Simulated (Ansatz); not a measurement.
# Run report: C$_{2}$H$_{8}$GeO$_{3}$, geometry relaxation (part 1 of 2)

C$_{2}$H$_{8}$GeO$_{3}$, computed with RKS PBE-D4/def2-SVP (Ansatz 0.2.0).

The geometry: force-field start. Figures and captions count atoms from 1; the log counts them from 0 in places.

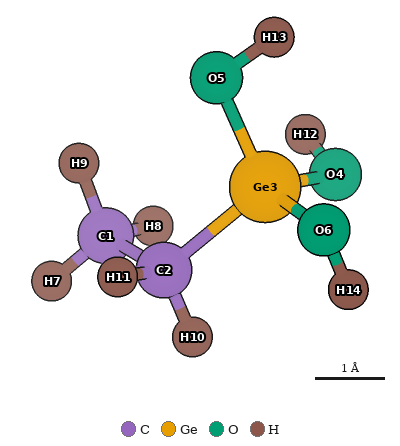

*The structure as given in the input (ball-and-stick view, seen at a tilt; atoms are numbered from 1 in the order of the input). Sticks mark near contacts.*

Bond lengths as drawn: C–C 1.55 Å, C–Ge 1.97 Å, C–H 1.06 to 1.15 Å, Ge–O 1.70 to 1.80 Å and H–O 1.00 to 1.05 Å.

Input
```yaml
crystal:
  periodic: [false, false, false]
  atoms:
    - {symbol: C, position_ang: [0.781000, -1.144700, 1.302600]}
    - {symbol: C, position_ang: [0.591500, -0.932600, -0.216000]}
    - {symbol: Ge, position_ang: [-0.415400, 0.705800, -0.650600]}
    - {symbol: O, position_ang: [-1.952400, 0.631600, 0.061800]}
    - {symbol: O, position_ang: [0.490000, 2.105600, 0.023200]}
    - {symbol: O, position_ang: [-0.503900, 0.895300, -2.414200]}
    - {symbol: H, position_ang: [1.328500, -2.025500, 1.513500]}
    - {symbol: H, position_ang: [-0.231700, -1.161000, 1.754800]}
    - {symbol: H, position_ang: [1.281500, -0.218800, 1.768800]}
    - {symbol: H, position_ang: [0.051700, -1.796300, -0.617700]}
    - {symbol: H, position_ang: [1.592900, -0.875400, -0.656800]}
    - {symbol: H, position_ang: [-1.873900, 0.786400, 1.050700]}
    - {symbol: H, position_ang: [-0.132300, 2.916400, -0.199000]}
    - {symbol: H, position_ang: [-1.020300, 0.084000, -2.692300]}
basis:
  gaussian: {orbitals: def2-SVP}
hamiltonian: {xc: pbe, dispersion: d4}
relax: {f_tol: 0.03, max_steps: 200}
```

Run on 8 threads of Arm Neoverse V1, 23 GiB of memory available, shared host.

Command:
```bash
ansatz run in.yaml --threads 8 --pin off --events-out ev --progress --plain --max-ram 18278MiB
```

The program's output
```
Functional definition: PBE
  name "PBE"
  cite "Perdew, Burke & Ernzerhof, Phys. Rev. Lett. 77, 3865 (1996) doi:10.1103/PhysRevLett.77.3865"
  parent pbe
  parameter kappa = 0.804
  parameter beta = 0.06672455060314922
  exchange = pbe_x(kappa = kappa, mu = beta*pi^2/3)
  correlation = pbe_c(beta = beta)
1560 factors; their error is unknown
mean field evaluation 1: about -64812.6506 eV, gradient 1.1e2 eV
mean field evaluation 2: about -64759.9460 eV, gradient 1.9e2 eV
mean field evaluation 4: about -64833.5746 eV, gradient 1.4e1 eV
mean field evaluation 8: about -64834.0087 eV, gradient 3.5e-1 eV
mean field evaluation 16: about -64833.9353 eV, gradient 2.1e-3 eV
mean field -64833.93525211 eV, -2382.6031744954 hartree, gradient 7.0e-5 eV, S^2 0.000000; 0 other end points of the search recorded, 0 dependent functions left out
the calculation of the forces begins
reference -64833.93528965 eV, -2382.6031758749 hartree; 38, 38 occupied and 104, 104 virtual orbitals, 1560 factors
relax step   1: F+E_penalty+E_count = -64834.23240744 eV  Δ(F+E_penalty+E_count) = +0.000e0 eV  max|allowed force component| = 3.668e0 eV/Å  Δτ_max = 0.0000 Å  (30 SCF iters, accepted)
these checks for a lower state are left out or cut short: starts, cluster_reference, orbital_swaps, neighbouring_geometries, increment
1560 factors; their error is unknown
mean field -64834.38677404 eV, -2382.6197676203 hartree, gradient 7.0e-6 eV, S^2 0.000000; 0 other end points of the search recorded, 0 dependent functions left out
[... from here on the field's lines of each further geometry are left out, up to the last ...]
relax step   2: F+E_penalty+E_count = -64834.68158488 eV  Δ(F+E_penalty+E_count) = -4.492e-1 eV  max|allowed force component| = 1.622e0 eV/Å  Δτ_max = 0.1128 Å  (31 SCF iters, accepted)
relax step   3: F+E_penalty+E_count = -64834.74706931 eV  Δ(F+E_penalty+E_count) = -6.548e-2 eV  max|allowed force component| = 6.130e-1 eV/Å  Δτ_max = 0.2000 Å  (36 SCF iters, accepted)
relax step   4: F+E_penalty+E_count = -64834.60955004 eV  Δ(F+E_penalty+E_count) = +1.375e-1 eV  max|allowed force component| = 9.884e-1 eV/Å  Δτ_max = 0.1772 Å  (37 SCF iters, rejected (line search))
relax step   5: F+E_penalty+E_count = -64834.78321475 eV  Δ(F+E_penalty+E_count) = -3.615e-2 eV  max|allowed force component| = 1.610e-1 eV/Å  Δτ_max = 0.0870 Å  (30 SCF iters, accepted)
relax step   6: F+E_penalty+E_count = -64834.79358310 eV  Δ(F+E_penalty+E_count) = -1.037e-2 eV  max|allowed force component| = 1.103e-1 eV/Å  Δτ_max = 0.1000 Å  (30 SCF iters, accepted)
relax step   7: F+E_penalty+E_count = -64834.79881644 eV  Δ(F+E_penalty+E_count) = -5.233e-3 eV  max|allowed force component| = 6.347e-1 eV/Å  Δτ_max = 0.1466 Å  (32 SCF iters, accepted)
relax step   8: F+E_penalty+E_count = -64834.81279985 eV  Δ(F+E_penalty+E_count) = -1.398e-2 eV  max|allowed force component| = 1.934e-1 eV/Å  Δτ_max = 0.2000 Å  (36 SCF iters, accepted)
relax step   9: F+E_penalty+E_count = -64834.77510562 eV  Δ(F+E_penalty+E_count) = +3.769e-2 eV  max|allowed force component| = 7.694e-1 eV/Å  Δτ_max = 0.2000 Å  (30 SCF iters, rejected (line search))
relax step  10: F+E_penalty+E_count = -64834.82279293 eV  Δ(F+E_penalty+E_count) = -9.993e-3 eV  max|allowed force component| = 7.836e-2 eV/Å  Δτ_max = 0.1000 Å  (30 SCF iters, accepted)
relax step  11: F+E_penalty+E_count = -64834.82428849 eV  Δ(F+E_penalty+E_count) = -1.496e-3 eV  max|allowed force component| = 2.335e-1 eV/Å  Δτ_max = 0.1000 Å  (31 SCF iters, accepted)
relax step  12: F+E_penalty+E_count = -64834.82967971 eV  Δ(F+E_penalty+E_count) = -5.391e-3 eV  max|allowed force component| = 9.531e-2 eV/Å  Δτ_max = 0.1500 Å  (32 SCF iters, accepted)
relax step  13: F+E_penalty+E_count = -64834.83261174 eV  Δ(F+E_penalty+E_count) = -2.932e-3 eV  max|allowed force component| = 1.686e-2 eV/Å  Δτ_max = 0.0550 Å  (30 SCF iters, accepted)
relax step  14: F+E_penalty+E_count = -64834.82712795 eV  Δ(F+E_penalty+E_count) = +5.484e-3 eV  max|allowed force component| = 4.946e-1 eV/Å  Δτ_max = 0.0998 Å  (31 SCF iters, rejected (line search))
relax step  15: F+E_penalty+E_count = -64834.83360436 eV  Δ(F+E_penalty+E_count) = -9.926e-4 eV  max|allowed force component| = 5.177e-2 eV/Å  Δτ_max = 0.0329 Å  (32 SCF iters, accepted)
relax step  16: F+E_penalty+E_count = -64834.83423807 eV  Δ(F+E_penalty+E_count) = -6.337e-4 eV  max|allowed force component| = 2.357e-1 eV/Å  Δτ_max = 0.0975 Å  (30 SCF iters, accepted)
relax step  17: F+E_penalty+E_count = -64834.83625189 eV  Δ(F+E_penalty+E_count) = -2.014e-3 eV  max|allowed force component| = 7.732e-2 eV/Å  Δτ_max = 0.0142 Å  (32 SCF iters, accepted)
relax step  18: F+E_penalty+E_count = -64834.83899679 eV  Δ(F+E_penalty+E_count) = -2.745e-3 eV  max|allowed force component| = 1.154e-2 eV/Å  Δτ_max = 0.0805 Å  (30 SCF iters, accepted)
relax step  19: F+E_penalty+E_count = -64834.80265015 eV  Δ(F+E_penalty+E_count) = +3.635e-2 eV  max|allowed force component| = 1.268e0 eV/Å  Δτ_max = 0.1953 Å  (36 SCF iters, rejected (line search))
relax step  20: F+E_penalty+E_count = -64834.84010839 eV  Δ(F+E_penalty+E_count) = -1.112e-3 eV  max|allowed force component| = 2.102e-1 eV/Å  Δτ_max = 0.0846 Å  (30 SCF iters, accepted)
relax step  21: F+E_penalty+E_count = -64834.84146114 eV  Δ(F+E_penalty+E_count) = -1.353e-3 eV  max|allowed force component| = 7.409e-2 eV/Å  Δτ_max = 0.0216 Å  (31 SCF iters, accepted)
relax step  22: F+E_penalty+E_count = -64834.84223853 eV  Δ(F+E_penalty+E_count) = -7.774e-4 eV  max|allowed force component| = 4.082e-2 eV/Å  Δτ_max = 0.0393 Å  (31 SCF iters, accepted)
relax step  23: F+E_penalty+E_count = -64834.84287906 eV  Δ(F+E_penalty+E_count) = -6.405e-4 eV  max|allowed force component| = 4.301e-2 eV/Å  Δτ_max = 0.0754 Å  (30 SCF iters, accepted)
the calculation of the forces begins
reference -64834.55054293 eV, -2382.6257860160 hartree; 38, 38 occupied and 104, 104 virtual orbitals, 1560 factors
relax step  24: F+E_penalty+E_count = -64834.84310766 eV  Δ(F+E_penalty+E_count) = -2.286e-4 eV  max|allowed force component| = 2.715e-2 eV/Å  Δτ_max = 0.0308 Å  (31 SCF iters, accepted)
1560 factors; their error is unknown
mean field evaluation 192: about -64834.6260 eV, gradient 1.1e0 eV
```

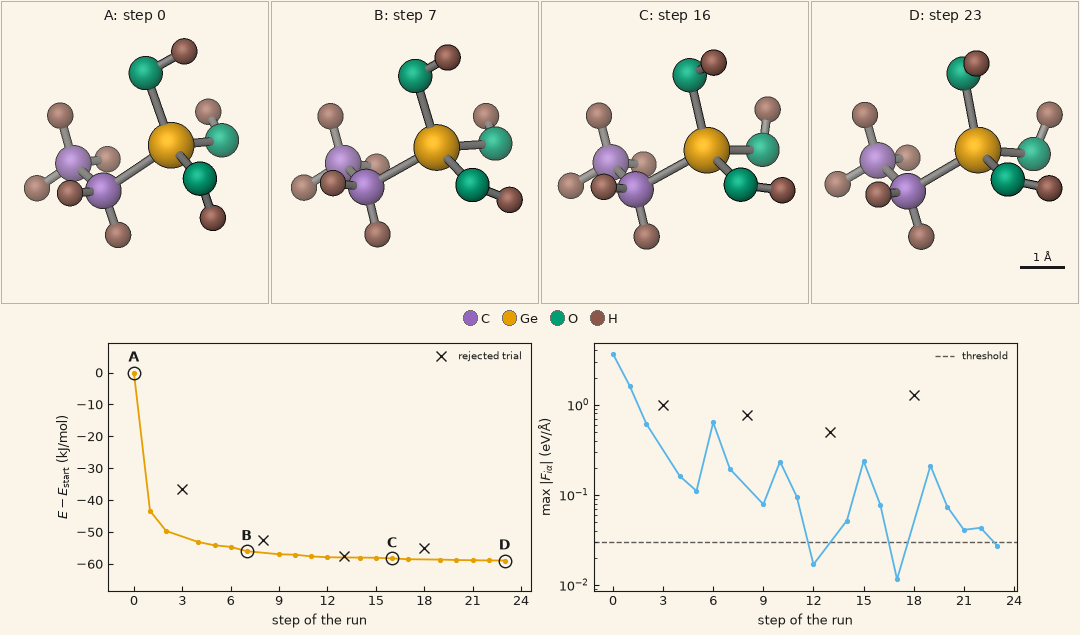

*Frames of the relaxation (ball-and-stick view, seen at a tilt) above the curves, on which the letters mark them (the first geometry is step 0 here and step 1 in the log).*

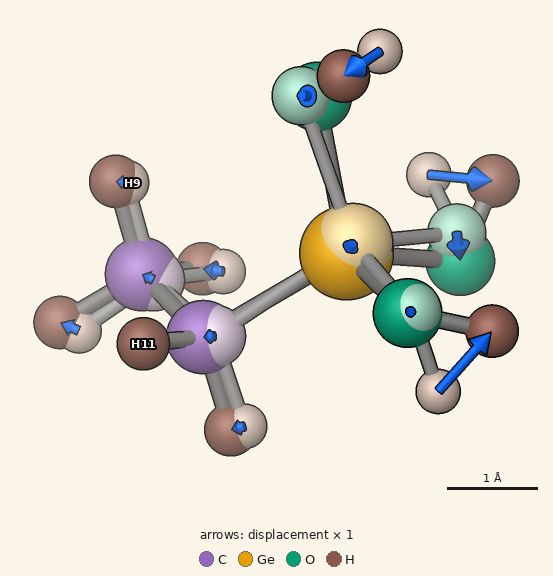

*Start (faint) and end (solid) with the displacements as blue arrows, at true length (ball-and-stick view, seen at a tilt). The two geometries are laid on each other by the best rigid fit.*

The energy falls by 58.9 kJ/mol in 23 geometry steps. The largest force component goes from 3.7 to 0.027 eV/Å. The line search rejected the trial steps at points 3, 8, 13, 18 (counted from 0) and went back. The largest move after the best rigid fit is that of H14, 0.91 Å. By element the largest moves are H 0.91 Å, O 0.36 Å, Ge 0.19 Å, C 0.15 Å. Distances before and after: Ge3–O4 1.696 → 1.799 Å, O5–H13 1.046 → 0.976 Å, C1–H7 1.058 → 1.109 Å, C1–H9 1.151 → 1.109 Å. Among the angles that change: Ge3–O6–H14 102.4° → 108.5°, Ge3–O5–H13 103.0° → 108.6°, C1–C2–H11 106.9° → 112.0°. (Atoms are counted from 1 in the order of the input.)

```
mean field -64834.55050510 eV, -2382.6257846257 hartree, gradient 1.8e-5 eV, S^2 0.000000; 1 other end points of the search recorded, 0 dependent functions left out
the calculation of the forces begins
reference -64834.55054293 eV, -2382.6257860160 hartree; 38, 38 occupied and 104, 104 virtual orbitals, 1560 factors
Total energy: -64834.84314549 eV, -2382.6365389616 hartree
Atom 0 at     0.904909    -1.135825     1.380082 Å, force    -0.007605     0.016139    -0.011444 eV/Å
Atom 1 at     0.687111    -1.003784    -0.132001 Å, force     0.026869    -0.019643     0.003899 eV/Å
Atom 2 at    -0.420404     0.533147    -0.577496 Å, force    -0.015791    -0.000468    -0.010752 eV/Å
Atom 3 at    -2.099696     0.284365     0.018213 Å, force    -0.016778     0.026349     0.013083 eV/Å
Atom 4 at     0.191974     2.034800     0.204312 Å, force     0.004016     0.006883    -0.007003 eV/Å
Atom 5 at    -0.492379     0.844007    -2.348662 Å, force    -0.004042    -0.001480     0.012115 eV/Å
Atom 6 at     1.542502    -2.010778     1.622557 Å, force    -0.002403     0.002237    -0.003396 eV/Å
Atom 7 at    -0.059166    -1.264455     1.913947 Å, force     0.017191     0.003973    -0.010000 eV/Å
Atom 8 at     1.397432    -0.232788     1.795473 Å, force    -0.009693    -0.015113    -0.005633 eV/Å
Atom 9 at     0.183818    -1.897979    -0.557158 Å, force     0.007504     0.027149     0.008635 eV/Å
Atom 10 at     1.644146    -0.881262    -0.681864 Å, force    -0.017348    -0.009348     0.015212 eV/Å
Atom 11 at    -2.384400     1.090009     0.491777 Å, force     0.013813    -0.023228    -0.015171 eV/Å
Atom 12 at     0.321505     2.714464    -0.484615 Å, force    -0.004445    -0.013661     0.007492 eV/Å
Atom 13 at    -1.430152     0.896878    -2.615764 Å, force     0.008713     0.000209     0.002964 eV/Å
Dipole moment:    -0.053895     0.092418    -0.031319 e Å
```

Trajectory as extended XYZ (Å, eV, eV/Å), 24 frames, from step=1 to step=24
```
14
Properties=species:S:1:pos:R:3:forces:R:3 step=1 energy=-64834.23241
C     0.7810   -1.1447    1.3026   -1.0845   3.0791  -0.2546
C     0.5915   -0.9326   -0.2160    0.3133   0.3736   0.8880
Ge   -0.4154    0.7058   -0.6506    3.6678  -0.5582  -0.4888
O    -1.9524    0.6316    0.0618   -2.8734   0.2417   2.4232
O     0.4900    2.1056    0.0232   -1.7622   2.0292  -0.6747
O    -0.5039    0.8953   -2.4142   -1.0008  -0.8521  -0.5380
H     1.3285   -2.0255    1.5135    0.8585  -1.4474   0.5369
H    -0.2317   -1.1610    1.7548    0.0711  -0.3726   0.3148
H     1.2815   -0.2188    1.7688   -0.2465  -1.0935  -0.4269
H     0.0517   -1.7963   -0.6177   -0.1644  -0.3224  -0.4458
H     1.5929   -0.8754   -0.6568    0.2409   0.0026  -0.5834
H    -1.8739    0.7864    1.0507   -0.2421  -0.2068  -1.2569
H    -0.1323    2.9164   -0.1990    1.7004  -1.7925   0.6155
H    -1.0203    0.0840   -2.6923    0.5217   0.9193  -0.1092
14
Properties=species:S:1:pos:R:3:forces:R:3 step=2 energy=-64834.68158
C     0.7771   -1.1321    1.3336   -0.2046   0.9488  -0.2577
C     0.6320   -0.9445   -0.1946   -0.0802   0.1473   0.4664
Ge   -0.3957    0.6673   -0.6419    1.6217   0.0642  -0.2786
O    -2.0031    0.6433    0.0480   -1.2714   0.0387   0.8364
O     0.4912    2.0941    0.0081   -0.7286   0.7078  -0.3723
O    -0.5668    0.9330   -2.4068   -0.4392  -0.5374  -0.0704
H     1.3579   -2.0277    1.5672    0.2278  -0.4316   0.1939
H    -0.2177   -1.2045    1.8268    0.0850  -0.1198  -0.0582
H     1.2897   -0.2468    1.7933   -0.0902  -0.3441  -0.1529
H     0.0985   -1.8043   -0.6420   -0.0062  -0.0946  -0.1143
H     1.6192   -0.8610   -0.6878    0.0460  -0.0107  -0.0574
H    -1.9645    0.7956    1.0186   -0.0629  -0.0684  -0.3949
H    -0.0507    2.8970   -0.2452    0.6760  -0.7745   0.2971
H    -1.0799    0.1616   -2.7485    0.2268   0.4742  -0.0372
14
Properties=species:S:1:pos:R:3:forces:R:3 step=3 energy=-64834.74707
C     0.6995   -1.1209    1.3135    0.0689  -0.3737   0.4123
C     0.7154   -0.9162   -0.1921    0.2392   0.1279  -0.2679
Ge   -0.3203    0.6688   -0.6464   -0.6130  -0.0938  -0.1861
O    -1.9565    0.5277    0.1369    0.2925   0.1190  -0.0819
O     0.5123    2.1387   -0.0622    0.1190  -0.0737   0.0116
O    -0.6760    0.8642   -2.3912    0.1239   0.1330  -0.0388
H     1.2402   -2.0479    1.6058   -0.0201   0.0618   0.0085
H    -0.3378   -1.2177    1.7004    0.0349   0.0198  -0.0588
H     1.1778   -0.2804    1.8535    0.0312   0.0557  -0.0087
H     0.2642   -1.7762   -0.7368    0.0060   0.1240   0.0546
H     1.7450   -0.7841   -0.5927   -0.0756  -0.0341   0.0664
H    -1.8483    0.7865    1.0708   -0.1246   0.0012   0.0735
H     0.0491    2.9595   -0.3139   -0.0608  -0.0944  -0.0735
H    -1.2773    0.1688   -2.7167   -0.0216   0.0274   0.0886
14
Properties=species:S:1:pos:R:3:forces:R:3 step=4 energy=-64834.60955 accepted=F
C     0.7650   -1.2015    1.3735   -0.3412   0.9228  -0.0999
C     0.7594   -0.8407   -0.1197   -0.4704  -0.7717  -0.3948
Ge   -0.3810    0.6627   -0.6918    0.9884   0.3774   0.8829
O    -1.9987    0.6256    0.0939   -0.2270  -0.1415  -0.2130
O     0.5065    2.1101   -0.1168   -0.1399   0.1263  -0.1636
O    -0.6376    0.8819   -2.4514   -0.0860  -0.1967   0.2422
H     1.3210   -2.1195    1.6577   -0.0073   0.0276  -0.3020
H    -0.2865   -1.3059    1.7100    0.0292  -0.1089   0.1878
H     1.1990   -0.3442    1.9280    0.0528  -0.1357   0.2302
H     0.2060   -1.6180   -0.6823    0.2548  -0.5588  -0.0961
H     1.7782   -0.8080   -0.5554   -0.0833   0.2952  -0.0761
H    -1.9186    0.7306    1.0608    0.0822   0.0012  -0.0658
H     0.0396    2.9003   -0.4461    0.0634   0.1657   0.0329
H    -1.3651    0.2974   -2.7315   -0.1156  -0.0029  -0.1647
14
Properties=species:S:1:pos:R:3:forces:R:3 step=5 energy=-64834.78322
C     0.7259   -1.1470    1.3401   -0.0008   0.0259   0.0346
C     0.7213   -0.9065   -0.1724   -0.0373  -0.0341  -0.0329
Ge   -0.3482    0.6600   -0.6515    0.0010   0.0058   0.0141
O    -1.9883    0.5778    0.1022    0.0498   0.0277   0.0440
O     0.5185    2.1173   -0.0808    0.0283  -0.0099   0.0090
O    -0.6467    0.8770   -2.4040   -0.1266  -0.1448  -0.0460
H     1.2851   -2.0650    1.6149    0.0009   0.0000  -0.0193
H    -0.3090   -1.2597    1.7249    0.0093  -0.0165   0.0094
H     1.1913   -0.2982    1.8816    0.0109  -0.0097   0.0048
H     0.2710   -1.7636   -0.7177    0.0223   0.0045   0.0152
H     1.7428   -0.7694   -0.5817    0.0056   0.0428   0.0152
H    -1.9089    0.7797    1.0551   -0.0537  -0.0219  -0.0722
H     0.0576    2.9273   -0.3703   -0.0041  -0.0309  -0.0282
H    -1.3252    0.2412   -2.7117    0.0946   0.1610   0.0523
14
Properties=species:S:1:pos:R:3:forces:R:3 step=6 energy=-64834.79358
C     0.7317   -1.1478    1.3497    0.0042   0.0238   0.0137
C     0.7220   -0.9084   -0.1635   -0.0145  -0.0113   0.0033
Ge   -0.3518    0.6525   -0.6507    0.0287  -0.0123  -0.0139
O    -2.0043    0.5868    0.0736    0.0292   0.0092   0.0243
O     0.5314    2.1000   -0.0802    0.0135   0.0064   0.0084
O    -0.6353    0.8654   -2.4060   -0.0953  -0.0931  -0.0328
H     1.3098   -2.0550    1.6210    0.0001  -0.0017  -0.0085
H    -0.2991   -1.2824    1.7382    0.0058  -0.0108   0.0086
H     1.1833   -0.2907    1.8896    0.0057  -0.0077   0.0103
H     0.2911   -1.7741   -0.7084    0.0008  -0.0012  -0.0069
H     1.7432   -0.7510   -0.5673   -0.0036   0.0273   0.0101
H    -1.9456    0.7467    1.0351   -0.0357  -0.0120  -0.0450
H     0.1011    2.9133   -0.4057   -0.0041  -0.0269  -0.0166
H    -1.3903    0.3157   -2.6967    0.0652   0.1103   0.0449
14
Properties=species:S:1:pos:R:3:forces:R:3 step=7 energy=-64834.79882
C     0.7403   -1.1516    1.3650   -0.0071   0.0021  -0.0118
C     0.7294   -0.9109   -0.1488    0.0046   0.0039   0.0058
Ge   -0.3471    0.6405   -0.6546    0.0083  -0.0049   0.0025
O    -2.0146    0.5896    0.0337    0.0084   0.0017   0.0626
O     0.5432    2.0852   -0.0876   -0.0025   0.0611   0.0107
O    -0.6217    0.8431   -2.4120   -0.6347  -0.3471  -0.2279
H     1.3314   -2.0519    1.6325   -0.0021   0.0074  -0.0083
H    -0.2876   -1.3050    1.7553    0.0076   0.0008   0.0010
H     1.1810   -0.2909    1.9079   -0.0002   0.0001   0.0054
H     0.3155   -1.7808   -0.6994    0.0059  -0.0058   0.0009
H     1.7502   -0.7320   -0.5455   -0.0046  -0.0037   0.0081
H    -1.9857    0.7142    1.0021   -0.0168  -0.0122  -0.0752
H     0.1363    2.8959   -0.4500    0.0148  -0.0506   0.0059
H    -1.4836    0.4255   -2.6700    0.6185   0.3472   0.2204
```
